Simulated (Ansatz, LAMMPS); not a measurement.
## Structural relaxation of glassy 40SiO2-28Al2O3-16Li2O-16SrO (mol %) (85 atoms)

How does glassy 40SiO2-28Al2O3-16Li2O-16SrO (mol %) (85 atoms) relax, and what do bonds, charges and levels look like afterwards?

Main program and level: Ansatz 0.2.0; Kohn-Sham DFT, PBE, PAW (set soft_2), plane waves.

### Step 1. Starting point

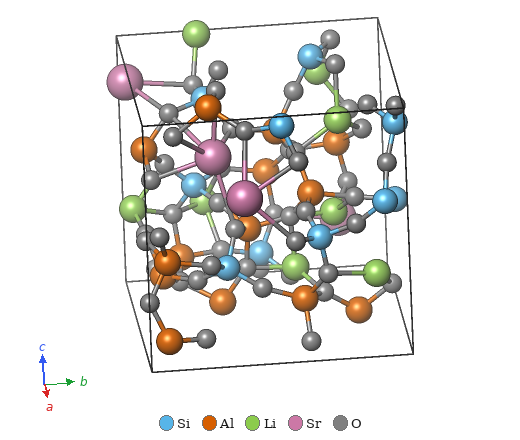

Start, viewed slightly off an axis; silicon blue, aluminium orange, lithium green, strontium pink, oxygen grey.

The cell holds 85 atoms: 10 Si, 14 Al, 8 Li, 4 Sr and 49 O. Cell: a = 10.327 Å, b = 10.327 Å, c = 10.327 Å, α = 90.0°, β = 90.0°, γ = 90.0°. 85 atoms (10 Si, 14 Al, 8 Li, 4 Sr, 49 O) placed at random at 2.79 g/cm³, melted at 4000 K for 10 ps at fixed volume with the Morse and Coulomb pair potential with partial charges (Pedone, Malavasi, Menziani, Cormack and Segre, J. Phys. Chem. B 110, 11780 (2006)). Quenched from 4000 K to 300 K at 6 K/ps and fixed volume, held 5 ps, then minimised at fixed cell.

Before any run, some limits are plain. The quench rate of 6 K/ps far exceeds what a furnace or splat quench reaches, so expect more defects and frozen-in strain than in a real sample. The network of bonds at the start is that of the classical potential that made the cell. Sampling is at Γ alone, for a cell whose shortest periodic width is 10 Å.

### Step 2. Single point at the start

The forces at the start show how far the geometry lies from a minimum of this functional.

The input, input.yaml:

```yaml
crystal:
  lattice:
    - [10.3272, 0.0, 0.0]
    - [0.0, 10.3272, 0.0]
    - [0.0, 0.0, 10.3272]
  atoms:
    - { symbol: Si, position: [0.70736, 0.32857, 0.29268] }
    - { symbol: Si, position: [0.90665, 0.5392, 0.92761] }
    - { symbol: Si, position: [0.26176, 0.30095, 0.81847] }
    - { symbol: Si, position: [0.15031, 0.505, 0.13473] }
    [... 75 atom lines left out ...]
    - { symbol: O, position: [0.44506, 0.42385, 0.19011] }
    - { symbol: O, position: [0.25649, 0.60745, 0.07791] }
    - { symbol: O, position: [0.34904, 0.3347, 0.42521] }
    - { symbol: O, position: [0.83384, 0.2569, 0.35357] }
    - { symbol: O, position: [0.95915, 0.59375, 0.79736] }
    - { symbol: O, position: [0.11062, 0.27568, 0.82052] }
kpoints:
  mp_grid: { grid: [1, 1, 1] }
hamiltonian:
  xc: pbe
scf:
  occupations: { method: fermi_dirac, width: 0.025 }
output:
  forces: true
  stress: true
  populations: true
  dos:
    method: { smearing: { sigma: 0.1 } }
    de: 0.1
    projected: { site_lists: { Al: [Al], Li: [Li], O: [O], Si: [Si], Sr: [Sr] } }
  eigenvalues: true
```

Launch:

```console
$ ansatz run input.yaml --threads 4 --pin off --max-ram 8192MiB --backend cpu --events-out ev --progress --plain --runs-dir out
```

The job ended after 18 s (4 threads of Arm Neoverse V1, shared host; peak memory 1.3 GiB).

Read from the output:

```yaml
free_energy: -57612.1490 eV
free_energy_per_atom: -677.7900 eV/atom
scf_cycles: 9
pressure: 4.946 GPa
r_m_s_force_component: 0.7037 eV/Å
longest_force: 2.402 eV/Å
fermi_energy: 5.679 eV
spacing_of_highest_filled_and_lowest_empty_level: 3.076 eV
spilling_of_the_projection: 0.01112
```

The r.m.s. force component of 0.70 eV/Å and the pressure of 4.9 GPa set the starting point.

Neighbours are counted within 2.23 Å (O-Al), 2.08 Å (O-Si), 2.58 Å (O-Li), 3.18 Å (O-Sr).

Length of the force by element and coordination:

```csv
element,coordination,atoms,mean length of the force (eV/Å),spread,least,most
Al,all,14,0.838,0.251,0.384,1.30
Li,all,8,0.475,0.292,0.228,1.13
Li,3,1,0.381,0,0.381,0.381
Li,4,6,0.532,0.315,0.24,1.13
Li,6,1,0.228,0,0.228,0.228
O,all,49,1.34,0.467,0.423,2.40
O,2,9,1.11,0.389,0.500,1.67
O,3,26,1.31,0.484,0.423,2.38
O,4,14,1.54,0.397,1.04,2.40
Si,all,10,0.961,0.503,0.148,1.55
Sr,all,4,0.748,0.265,0.468,1.14
Sr,5,2,0.803,0.335,0.468,1.14
Sr,6,1,0.842,0,0.842,0.842
Sr,7,1,0.545,0,0.545,0.545
```

### Step 3. Relaxation

With the cell held, the atoms are moved downhill towards a nearby minimum.

input.yaml, the sections that differ from step 2:

```yaml
output:
  forces: true
relax:
  f_tol: 0.03
  max_steps: 200
# crystal, kpoints, hamiltonian, scf: as in step 2
```

The job ended after 1.7 min (4 threads; peak memory 1.3 GiB).

Step by step:

```csv
step,energy less that of the first step (eV),largest force component (eV/Å)
1,0.0000,2.3378
2,-1.8660,1.1315
3,-2.8694,0.8651
4,-3.1337,0.3474
5,-3.2349,0.3804
6,-3.1683,0.5467
7,-3.2992,0.1081
8,-3.3082,0.1239
9,-3.3205,0.0706
10,-3.3237,0.1197
11,-3.3267,0.0391
12,-3.3255,0.0497
13,-3.3276,0.0164
```

Relaxation steps 6, 12 were tried and not accepted.

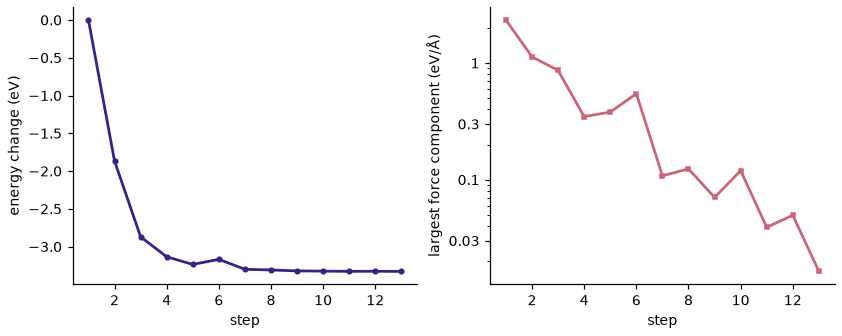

Energy and largest force along the relaxation.

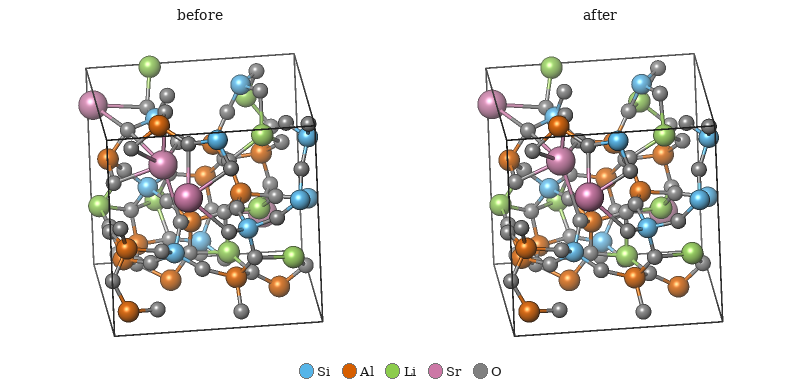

Before and after, at one scale.

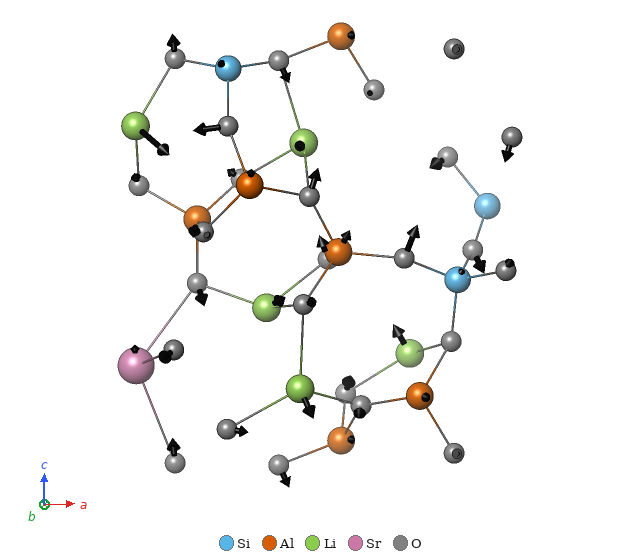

Displacements in the relaxation, exaggerated; the longest in the cell stands for 0.44 Å. Drawn is a slice 4 Å thick, seen along the normal of the ac plane. Bonds to atoms that aren't drawn are left out.

The atoms that moved most (Å):

```csv
atom,dx,dy,dz,length
Li25,0.213,-0.342,-0.177,0.440
O37,0.084,-0.064,0.232,0.255
O71,-0.228,0.091,-0.037,0.248
O75,-0.133,-0.122,0.169,0.248
Sr33,-0.141,-0.090,0.161,0.232
O49,-0.075,0.189,-0.087,0.221
Li28,0.071,-0.110,-0.167,0.212
Li29,-0.100,-0.042,0.175,0.206
```

The relaxation changed the energy by -39.1 meV/atom, and atoms moved by 0.13 Å r.m.s., 0.44 Å at most.

### Step 4. Distances and neighbours after relaxation

Bonds before and after, by the cutoffs listed below:

```csv
pair,bonds before,bonds after,mean before (Å),mean after (Å),spread before (Å),spread after (Å)
O-Al,56,56,1.751,1.778,0.037,0.034
O-Si,40,40,1.611,1.643,0.029,0.026
O-Sr,23,22,2.727,2.612,0.141,0.122
```

Density 2.79 g/cm³, 12.96 Å³ an atom.

g(r), total and by pair (bins of 0.2 Å):

```csv
r (Å),total,O-O,O-Al,O-Si,O-Li,O-Sr,Al-Al
1.50,0.10,0.00,0.00,0.72,0.00,0.00,0.00
1.70,3.46,0.00,9.05,12.55,0.35,0.00,0.00
1.90,0.80,0.00,2.28,0.00,3.34,0.00,0.00
2.10,0.37,0.00,0.00,0.00,3.42,0.00,0.00
2.30,0.14,0.00,0.00,0.00,1.24,0.00,0.00
2.50,0.53,0.68,0.00,0.00,0.36,4.25,0.00
2.70,1.50,3.46,0.18,0.00,0.30,2.75,0.00
2.90,1.27,2.30,0.22,0.10,0.78,0.26,1.04
3.10,1.16,1.38,0.32,0.28,0.70,0.45,2.81
3.30,0.96,0.91,0.63,0.66,0.51,0.20,3.33
3.50,0.81,0.65,0.94,0.73,1.80,0.55,0.00
3.70,1.02,0.77,1.53,1.17,0.73,1.80,0.00
3.90,1.04,0.57,1.29,1.84,1.40,1.04,1.46
4.10,1.15,0.48,1.75,2.08,1.25,0.94,1.08
4.30,1.08,0.61,1.72,1.79,1.03,0.60,0.48
4.50,1.04,0.79,1.56,1.19,1.47,0.54,0.22
4.70,0.88,1.12,0.72,0.77,0.76,1.31,1.01
4.90,0.97,1.35,0.59,0.48,0.84,1.59,1.11
5.10,0.98,1.42,0.59,0.55,0.68,1.38,1.03
```

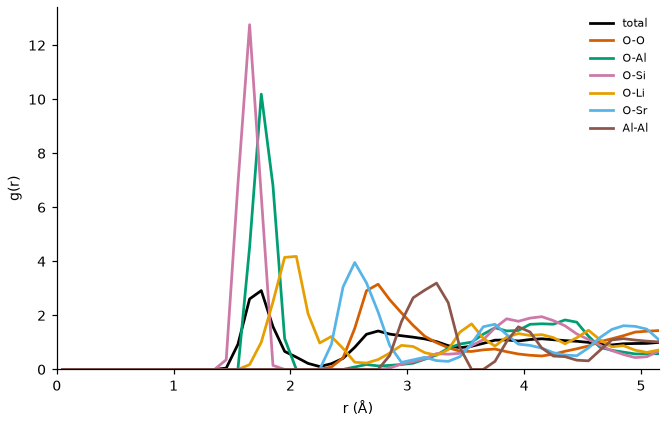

Pair distribution functions, lightly smoothed.

Bonds by pair of elements; cutoffs follow the first minimum of g(r), held within bounds set by covalent radii, and pairs that aren't listed don't count as bonded:

```csv
pair A-B,cutoff (Å),bonds,mean length (Å),spread (Å),shortest (Å),B about A,A about B
O-Al,2.23,56,1.78,0.034,1.72,1.14,4
O-Si,2.08,40,1.64,0.026,1.60,0.816,4
O-Li,2.27,26,2.00,0.103,1.77,0.531,3.25
O-Sr,3.05,22,2.61,0.122,2.42,0.449,5.5
```

The cutoff for O-Li falls short of the minimum of g(r), so counts run low and odd coordinations can be artefacts.

How many atoms have how many bonded neighbours:

```csv
element,mean,2,3,4,5,7
Al,4,0,0,14,0,0
Li,3.25,0,6,2,0,0
O,2.94,11,30,8,0,0
Si,4,0,0,10,0,0
Sr,5.5,0,0,0,3,1
```

Bond angles (no mean is given where the spread exceeds 20°):

```csv
angle,count,mean (°),spread (°)
O-Al-O,84,109,8.9
O-Si-O,60,110,5.8
O-Sr-O,51,-,-
O-Li-O,30,112,16.8
Al-O-Li,30,106,13.9
```

Oxygen atoms by the number of network formers (Si, P, Ge, B, Al, As, Ga) bound to them:

```csv
network formers bound to O,O atoms,per cent
0,0,0
1,4,8.2
2,43,87.8
3,2,4.1
```

Network units: each former by its oxygen neighbours and how many of them bridge to another former:

```csv
former,O neighbours,bridging O,atoms
Si,4,3,3
Si,4,4,7
Al,4,3,1
Al,4,4,13
```

Bond length by coordination (bonds to H left out):

```csv
element,coordination,atoms,mean bond length (Å)
Li,3,6,1.99
Li,4,2,2.02
O,2,11,1.68
O,3,30,1.89
O,4,8,2.10
Sr,5,3,2.59
Sr,7,1,2.66
```

Rings of the network by King's shortest-path rule, up to 12 atoms, one path for each pair of neighbours; H, halogens, alkali and alkaline-earth atoms are left out, and the last column divides by all other atoms, bonded or not:

```csv
ring size (atoms),rings,per network atom
6,1,0.014
8,5,0.068
10,10,0.137
12,15,0.205
```

First main peaks of g(r), for some of the pairs, lie near 2.7 Å (O-O), 1.8 Å (O-Al), 1.6 Å (O-Si), 2.0 Å (O-Li), 2.6 Å (O-Sr) and 3.2 Å (Al-Al). The O-Al-O angle averages 109° with a spread of 9°. 88 % of the oxygens bridge two formers (Si and Al) and 8 % are non-bridging; 4 % join three. The commonest Al unit has 4 oxygens, 4 of them shared with other formers (13 of 14 atoms). Rings of 12 atoms are the most common (48 % of those counted); sizes run from 6 to 12, where the search stops.

### Step 5. Single point at the relaxed geometry

The electronic structure is read at the final geometry, in a run of its own.

The input, input.yaml:

```yaml
crystal:
  lattice:
    - [10.3272, 0.0, 0.0]
    - [0.0, 10.3272, 0.0]
    - [0.0, 0.0, 10.3272]
  atoms:
    - { symbol: Si, position: [0.7056, 0.32504, 0.29793] }
    - { symbol: Si, position: [0.90296, 0.54238, 0.92111] }
    - { symbol: Si, position: [0.25578, 0.29861, 0.82326] }
    - { symbol: Si, position: [0.14489, 0.5113, 0.12948] }
    [... 75 atom lines left out ...]
    - { symbol: O, position: [0.44654, 0.42709, 0.18872] }
    - { symbol: O, position: [0.2674, 0.60339, 0.07659] }
    - { symbol: O, position: [0.35471, 0.34255, 0.44074] }
    - { symbol: O, position: [0.8379, 0.25578, 0.36092] }
    - { symbol: O, position: [0.95481, 0.58983, 0.78296] }
    - { symbol: O, position: [0.101, 0.27115, 0.81604] }
kpoints:
  mp_grid: { grid: [1, 1, 1] }
hamiltonian:
  xc: pbe
scf:
  occupations: { method: fermi_dirac, width: 0.025 }
output:
  forces: true
  stress: true
  populations: true
  dos:
    method: { smearing: { sigma: 0.08 } }
    de: 0.1
    projected: { site_lists: { Al: [Al], Li: [Li], O: [O], Si: [Si], Sr: [Sr] } }
  eigenvalues: true
  write_density: true
  write_potential: true
  volumetric_format: npy
  elf: true
```

It took 17 s on 4 threads; peak memory 1.3 GiB.

Numbers from this run:

```yaml
free_energy: -57615.4766 eV
free_energy_per_atom: -677.8291 eV/atom
scf_cycles: 9
pressure: 0.2795 GPa
r_m_s_force_component: 0.00455 eV/Å
longest_force: 0.02122 eV/Å
fermi_energy: 5.649 eV
spacing_of_highest_filled_and_lowest_empty_level: 3.82 eV
spilling_of_the_projection: 0.01106
```

Löwdin charges by element (they lack the spilled electrons, 0.057 e an atom on average):

```csv
element,coordination,atoms,mean charge (e),spread,least,most
Al,all,14,1.28,0.0373,1.20,1.33
Li,all,8,0.822,0.0158,0.796,0.842
O,all,49,-0.892,0.0607,-1.09,-0.785
Si,all,10,1.67,0.0355,1.60,1.71
Sr,all,4,1.86,0.0114,1.84,1.87
```

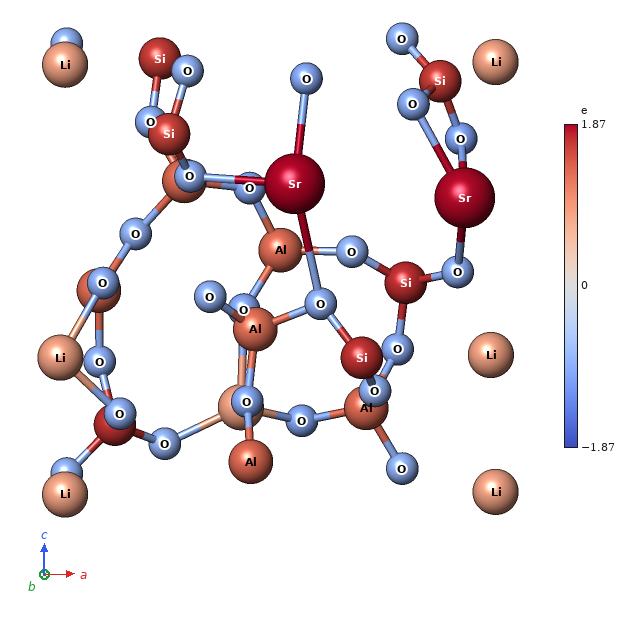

Atoms coloured by Löwdin charge. Drawn is a slice 5 Å thick, seen along the normal of the ac plane. Bonds to atoms that aren't drawn are left out.

Density of states as counts of states in windows of 1 eV (from the Fermi level), total and the larger projections:

```csv
from (eV),to (eV),total,O p,Al p,O s,Sr p
-18,-17,12.8,0.1,0.7,4.7,7.0
-17,-16,16.4,0.3,0.1,1.3,14.5
-16,-11,0.0,0.0,0.0,0.0,0.0
-11,-10,4.0,2.7,0.0,0.2,0.0
-10,-9,7.5,5.2,0.1,0.4,0.0
-9,-8,9.2,6.5,0.3,0.4,0.0
-8,-7,23.0,17.5,0.9,0.5,0.0
-7,-6,31.1,24.2,1.8,0.8,0.0
-6,-5,45.3,37.3,3.0,1.2,0.1
-5,-4,55.9,50.0,2.0,0.9,0.1
-4,-3,65.0,61.1,1.0,0.5,0.1
-3,-2,50.6,48.6,0.5,0.2,0.0
-2,-1,2.4,2.3,0.0,0.0,0.0
-1,1,0.0,0.0,0.0,0.0,0.0
1,2,1.6,0.0,0.0,0.4,0.0
2,3,1.9,0.1,0.1,0.2,0.0
3,4,6.7,0.6,1.0,0.7,0.0
4,5,25.2,2.0,4.5,2.2,0.0
```

The curve was stored every 0.10 eV, coarse against its broadening of 0.08 eV, so these counts are rough.

Between -26 and -18 eV lie 93 more states.

About 24 of the 440 electrons lie in deeper levels, below the stored range.

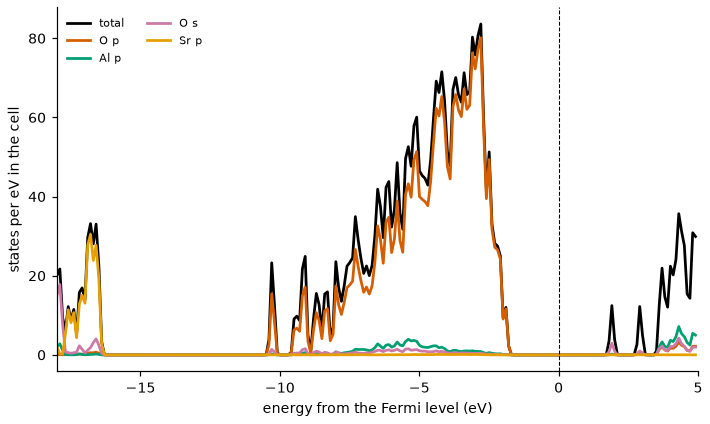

Total and projected density of states, with the broadening of the input.

The levels nearest the highest filled one (over half full), pooled over k-points and spins:

```csv
level less the highest filled one (eV),occupation
-0.439,2
-0.395,2
-0.306,2
-0.216,2
-0.197,2
0,2
3.82,0
4.83,0
5.56,0
5.63,0
5.77,0
5.94,0
```

Mean Löwdin charges: Al +1.28, Li +0.82, O -0.89, Si +1.67, Sr +1.86 e (they miss 1.1 % of the electrons, so they add up to more than the cell's charge).

### Step 6. Outcome

| Property | Result |
| --- | --- |
| energy change in the relaxation | -39.15 meV/atom |
| r.m.s. displacement | 0.134 Å |
| largest displacement | 0.44 Å |
| free energy per atom | -677.8291 eV/atom |
| pressure | 0.2795 GPa |
| r.m.s. force component | 0.00455 eV/Å |
| gap (highest filled to lowest empty level) | 3.82 eV |
| wall time of the 4 DFT runs, those left out included | 2.5 min |

What this shows: Relaxation lowers the energy by 39.1 meV/atom and moves atoms by 0.13 Å r.m.s.; the r.m.s. force component goes from 0.70 to 0.0046 eV/Å, the pressure goes from 4.9 to 0.28 GPa, and the gap from 3.08 to 3.82 eV. First to last step the energy falls by 3.328 eV; the largest move, 0.44 Å, is that of Li25. The O-Sr bonds change most in mean length: from 2.727 Å (spread 0.141) to 2.612 Å (spread 0.122), and their number from 23 to 22. 88 % of the oxygens bridge two formers (Si and Al) and 8 % are non-bridging; 4 % join three. Between filled and empty levels lie 3.82 eV (at Γ alone); a semilocal functional tends to put such gaps too low. In a disordered cell it changes from sample to sample, and tail or defect levels can set it.

**Limits.** The network of bonds at the start is that of the classical potential that made the cell; in DFT atoms moved by 0.13 Å r.m.s.

[Logs are printed without paths, hosts, clocks, repeated set-up lines and the standing remarks that a program may print on its own settings, such as how far it seeks lower states.]

[Hosts, paths, dates, database ids (printed as entryN), source tags and the programs' standing remarks are cut or masked in the printed files.]
